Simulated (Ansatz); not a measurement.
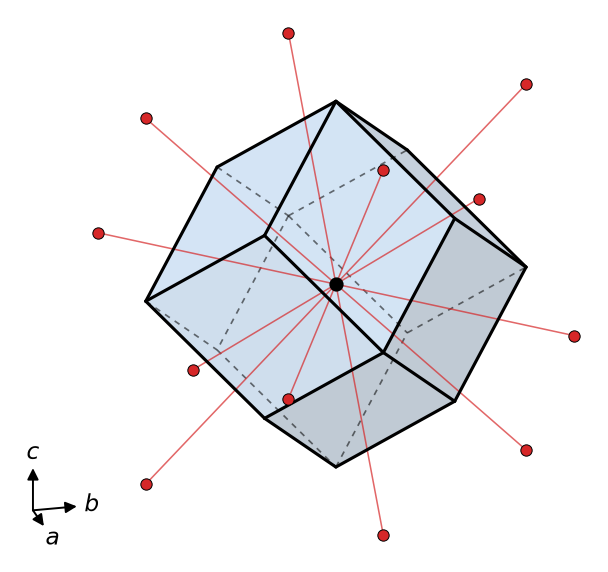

The Wigner–Seitz cell of the crystal's lattice, with lines to the lattice points that define its faces. Crystal: Si, the geometry relaxed with Ansatz, DFT, PBE, plane waves (420 eV) with PAW, scalar-relativistic. Symmetry computed with spglib at a tolerance of 0.002 Å; standard conventional cell.

a = 5.471 Å, b = 5.471 Å, c = 5.471 Å, α = 90.00°, β = 90.00°, γ = 90.00°; space group No. 227, Fd-3m, origin choice 1.

What is the cell's combinatorial type?

A rhombic dodecahedron: 12 faces (12 with 4 edges), 24 edges, 14 vertices. Its volume is that of the primitive cell, 40.9 Å³.

Which lattice vectors do the faces bisect?

```
      example  length (Å)  faces  edges of each  area (Å²)
1/2 a + 1/2 b        3.87     12              4        5.3
```
